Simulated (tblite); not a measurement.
Energy landscape of H2Si, singlet: map of symmetric stretch and bend. Scanned: Si-H bond length and H-Si-H angle.

Cartesian coordinates as functions of the variables (Å; names that start with a are angles):
```
Si  0  0  0
H  r*sin(a/2)  0  r*cos(a/2)
H  -r*sin(a/2)  0  r*cos(a/2)
```

Calculation: GFN2-xTB, 300 K electronic temperature (tblite).

Energy in kcal/mol above the lowest grid point; x is the Si-H bond length (Å), y the H-Si-H angle (°).

```
y \ x   1.29  1.36  1.45  1.53  1.59  1.69  1.73  1.83  1.90  1.99  2.05
------  ----  ----  ----  ----  ----  ----  ----  ----  ----  ----  ----
180     57.9  48.2  48.6  55.6  62.3  67.2  68.7  71.4  72.8     —  75.6
168.23  57.2  41.8  37.4  41.5  45.1  50.9  53.0  57.7  60.7  64.4  66.9
157.79  44.2  32.6  29.4  31.8  34.8  40.6  42.9  48.4  52.1  56.9  60.2
151.73  40.9  28.6  24.6  26.5  29.4  35.3  37.8  43.7  47.8  53.2  56.8
140.94  34.7  21.5  16.7  18.2  21.0  27.2  29.8  36.5  41.2  47.4  51.6
129.85  29.2  15.3   9.8  11.1  13.9  20.3  23.1  30.3  35.6  42.5  47.2
117.71  24.8  10.2   4.1   5.1   7.8  14.4  17.3  25.0  30.7  38.2  43.4
108.78  23.0   7.9   1.3   2.0   4.7  11.2  14.2  22.1  28.0  35.9  41.3
97.53   23.3   7.4   0.0   0.2   2.6   8.9  11.9  20.0  26.0  34.2  39.9
92.21   24.6   8.3   0.5   0.3   2.6   8.7  11.7  19.7  25.8  34.0  39.7
81.30   30.8  13.4   4.3   3.4   5.1  10.6  13.4  21.0  27.0  35.1  40.7
70      44.0  25.0  14.2  11.9  12.8  17.1  19.5  26.3  31.7  39.3  44.7
```

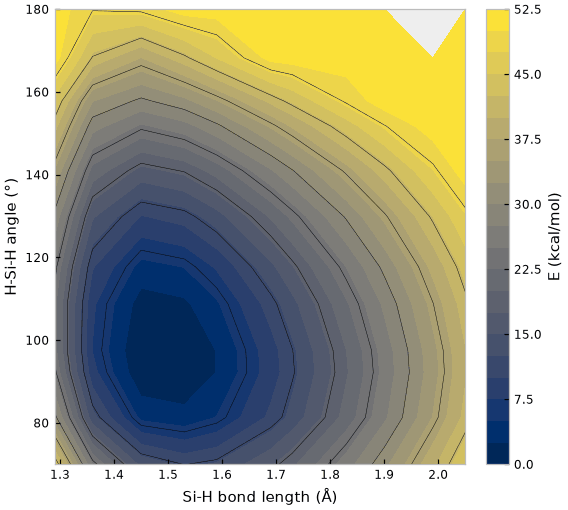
*Energy surface, cut off at 51 kcal/mol.*

Points that lie below all their neighbours on the grid (none is named beside a point without a result): x = 1.45, y = 97.53 (0.0 kcal/mol).

Dashes: no converged value, or the column stops at the first point that the program doubted or that broke a chosen test of continuity, which isn't proof of a fault.
